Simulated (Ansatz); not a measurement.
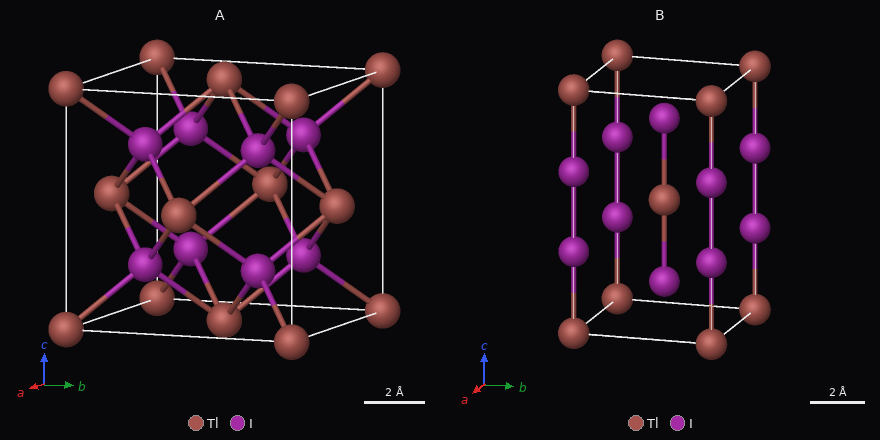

Two structures of TlI2, each relaxed to rest (conventional cells in solid outline, small ones repeated, not to one scale). Method: Ansatz 0.2.0, DFT PBE, scalar-relativistic, plane waves, PAW, without spin polarisation.

Question: State the structure in each panel.

Answer: A: fluorite (CaF₂ type), Fm-3m. B: 6 atoms a cell on a body-centred tetragonal lattice, I4/mmm.

Question: Which has the lower energy, and by how much?

Answer: B is lower, by 25 meV/atom at this level of theory (energies at zero smearing). Volumes: A 45.0, B 46.9 Å³/atom.

One or both may be structure types tried for this composition rather than known phases.
